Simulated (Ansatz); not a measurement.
ZnO (wurtzite)

```
ZnO
1.0
    3.23518     0.00000     0.00000
   -1.61759     2.80175     0.00000
    0.00000     0.00000     5.21141
Zn O
2 2
Direct
  0.66667   0.33333   0.00241
  0.33333   0.66667   0.50241
  0.66667   0.33333   0.62279
  0.33333   0.66667   0.12279
```

The atoms are displaced by Q × the pattern below (from a DFPT mode at Γ, largest move 1; Q in Å), at fixed cell. It is one choice among 2 degenerate patterns.

```json
[
 {"atom": "Zn1", "x": "0.000", "y": "0.245", "z": "0.000"},
 {"atom": "Zn2", "x": "0.000", "y": "0.245", "z": "0.000"},
 {"atom": "O3", "x": "0.000", "y": "-1.000", "z": "0.000"},
 {"atom": "O4", "x": "0.000", "y": "-1.000", "z": "0.000"}
]
```

The numbers are results of r2SCAN (plane waves to 500 eV, PAW, scalar-relativistic; Ansatz, an electronic-structure program), not measurements. k mesh 12×12×7 (Γ-centred), Fermi-Dirac smearing 0.05 eV. E stands for the smeared free energy. ZnO was relaxed with its symmetry unable to fall. ΔE is measured from the undisplaced structure.

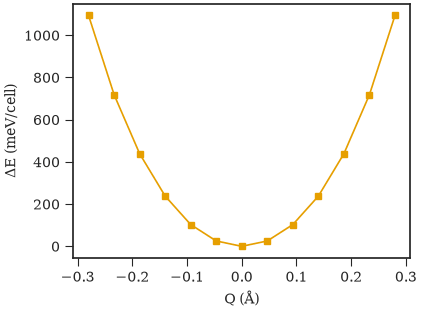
Figure. ΔE (meV/cell) against Q (Å); one marker a computed point.

Task: What is the energy change at Q = 0.280 Å?

Result: About 1100 meV/cell.

Task: What harmonic wavenumber does the curvature at Q = 0 give?

Result: About 400 cm⁻¹.

(For displaced atoms, the force is minus the slope of the energy, and its curvature is a force constant, which sets phonon frequencies.)
